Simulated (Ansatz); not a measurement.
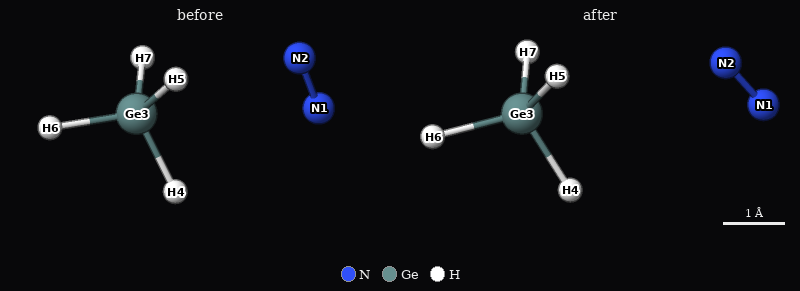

The structure of GeN$_{2}$H$_{4}$ (coarse preliminary run) before (left) and after (right) a relaxation, at one scale.

A ball-and-stick model, seen at a tilt.

Method: Ansatz 0.2.0, RKS PBE-D4/def2-SVP. Settings: force threshold 0.03 eV/Å; at most 250 steps.

**Summarise the run.**

The atom that moves furthest after the best rigid fit is N1 (0.77 Å). Largest moves by element: N 0.77 Å, H 0.36 Å, Ge 0.26 Å. Among the contacts that change: N2–Ge3 2.879 → 3.547 Å, Ge3–H4 1.485 → 1.548 Å, Ge3–H5 1.484 → 1.547 Å, N1–N2 1.098 → 1.112 Å. Over 18 accepted moves (22 points after the start) the energy falls by 7.91 kcal/mol. Largest force component: 2 eV/Å at the start, 0.0098 eV/Å at the end. The line search rejected the trial steps at points 7, 13, 15, 17 of the run. The forces were under the threshold at step 6, but the run went on from there.

Limits of the set-up: the start holds two separate molecules, 2.6 Å apart at their closest, whose relative position is a soft coordinate.
